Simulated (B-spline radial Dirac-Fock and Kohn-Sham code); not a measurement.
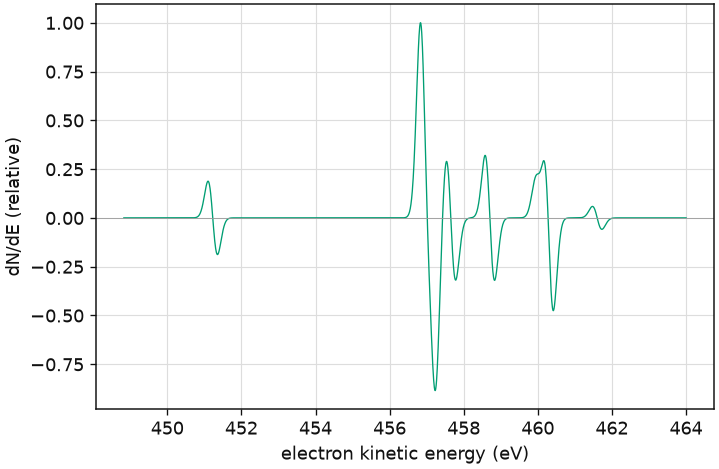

The Auger multiplet of an M4 hole with both final holes in N45, broadened by 0.30 eV full width and differentiated. Kinetic energies count from the vacuum level; very weak lines are left out. Lines are named by their largest jj component, which in light atoms can differ from the customary names. The figure is for Te⁴⁺, configuration [Kr] 4d10 5s2, inside a Watson sphere of charge −4 and radius 2 Å that stands in for a crystal. Method: Dirac–Fock ΔSCF energies in intermediate coupling of the two holes, Coulomb rates, valence shells as spectators (computed with a B-spline radial code).

Question: Which line is strongest?

Answer: M4-N4N5 J=4 at 456.9 eV, 28 % of the multiplet.

Question: How wide is the M4 level from this decay?

Answer: 0.278 eV from this multiplet.
